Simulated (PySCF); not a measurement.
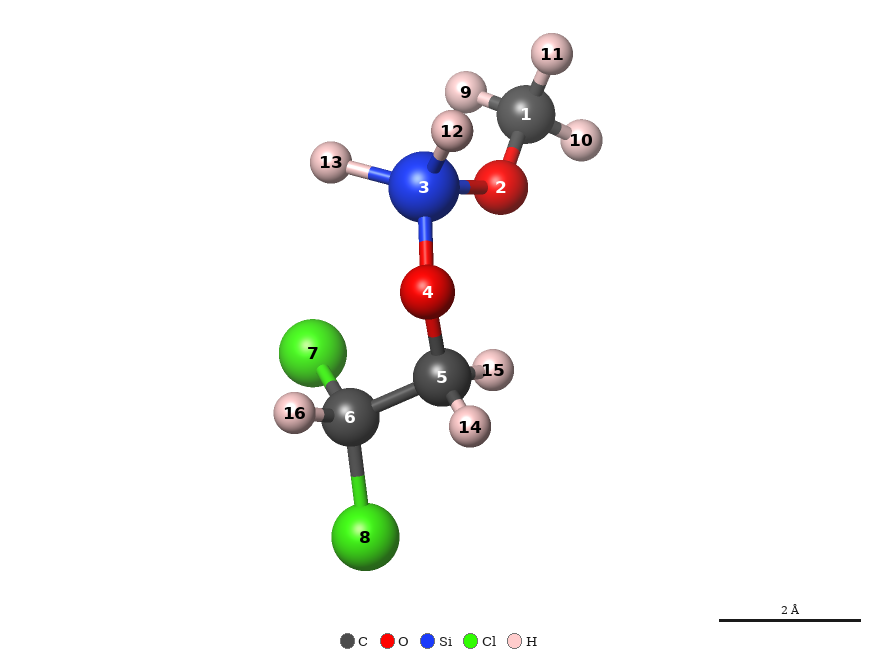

The atoms are numbered. Computed geometry: GFN2-xTB optimisation. No frequency run is at hand to confirm it as a minimum.

List the bonds and their lengths.

```csv
bond,length (Å),order
C1–O2,1.396,single
C1–H9,1.092,single
C1–H10,1.091,single
C1–H11,1.092,single
O2–Si3,1.620,single
Si3–O4,1.626,single
Si3–H12,1.455,single
Si3–H13,1.462,single
O4–C5,1.385,single
C5–C6,1.526,single
C5–H14,1.097,single
C5–H15,1.095,single
C6–Cl7,1.769,single
C6–Cl8,1.772,single
C6–H16,1.092,single
```
